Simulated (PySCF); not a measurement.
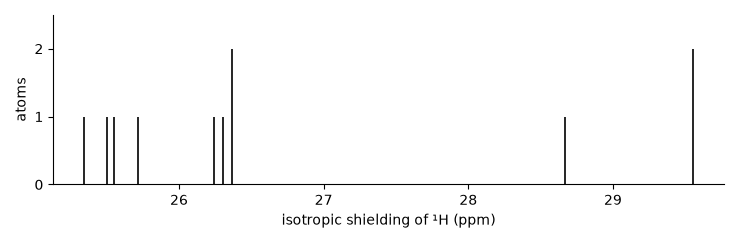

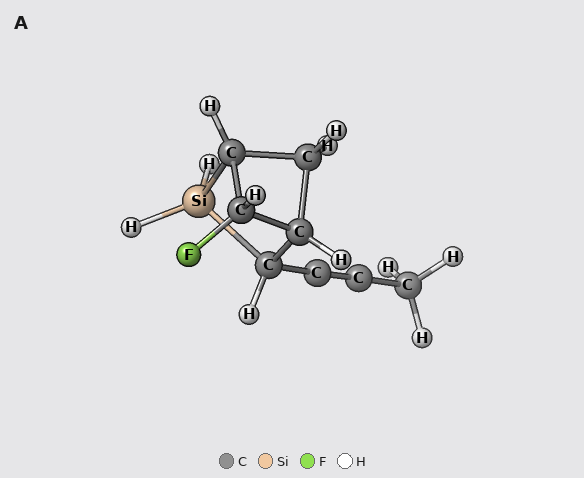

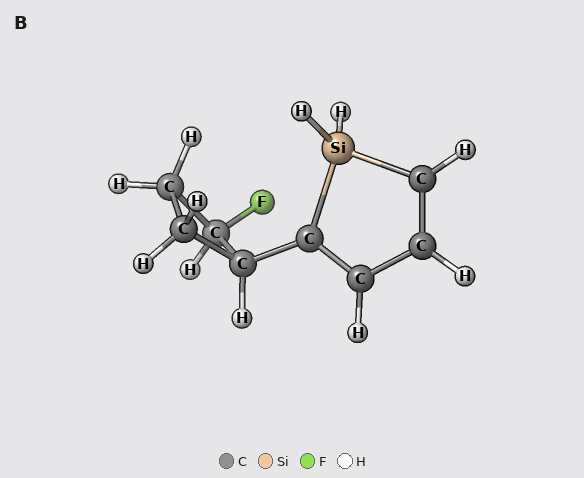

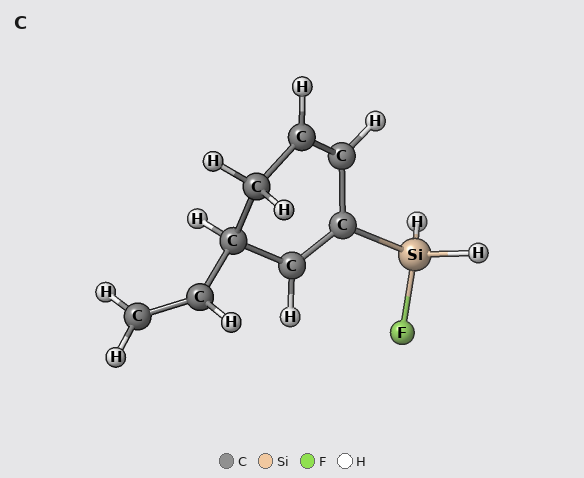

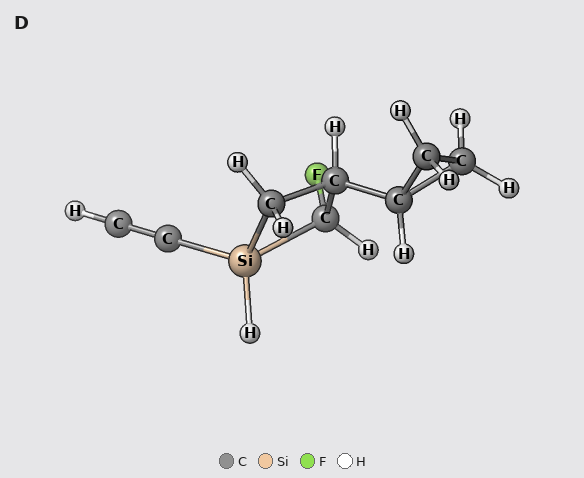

The sticks are computed shieldings of one of the molecules, for one fixed geometry (GFN2-xTB) without averaging over rotations. Low shielding means a high chemical shift. Method: GIAO PBE0/pcSseg-1 NMR shielding, non-relativistic, gas phase (PySCF 2.14.0).

Match the spectrum to a structure.

C, `C=C[C@@H]1C=C([SiH2]F)C=CC1`. Its 11 H atoms give lines at 25.34, 25.50, 25.55, 25.72, 26.24, 26.30, 26.37 (2 atoms), 28.67, 29.56 (2 atoms) ppm.

The geometry is semi-empirical. Around Si such bond lengths and angles can be off by a tenth of an ångström or more and by several degrees, and values that hang on the shape move with them.
